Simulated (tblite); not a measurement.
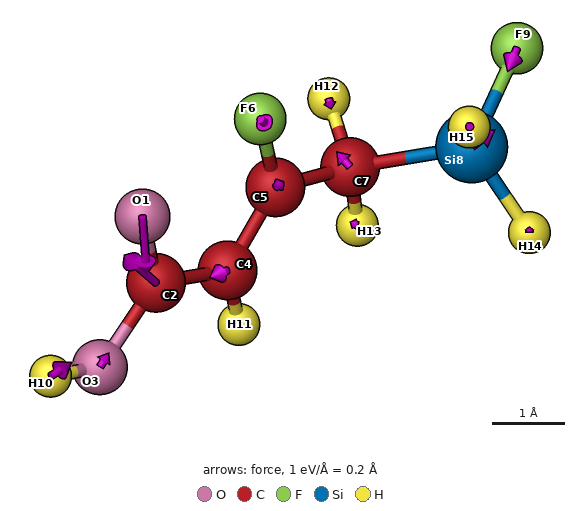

Starting geometry of C₄H₆F₂O₂Si with the computed forces as purple arrows. Style: ball-and-stick. Shown from a free direction.

All numbers below come from GFN2-xTB geometry optimisation, gas phase (tblite). 

> What follows when this structure is relaxed?

It isn't relaxed: the largest force vector, on O1, is 5.19 eV/Å. The final displacements have little in common with the starting forces (cosine between the two patterns 0.19). The atom that moves furthest after the best rigid fit is F9 (1.15 Å). By element the largest moves are F 1.15 Å, H 0.91 Å, O 0.39 Å, C 0.26 Å, Si 0.10 Å. Some distances before and after: Si8–F9 1.708 → 1.610 Å, O1–C2 1.288 → 1.203 Å, C2–O3 1.412 → 1.350 Å, C7–Si8 1.866 → 1.919 Å. Bond angles that change, for instance: C2–O3–H10 120.6° → 109.6°, O3–C2–C4 120.3° → 110.5°, C2–C4–C5 115.4° → 124.8°. Groups turn about C7–Si8 by about 45°. After 104 geometry steps the energy has fallen by 24.2 kcal/mol. Cost: 1.2 s on 1 thread of Arm Neoverse N1, on a shared host.
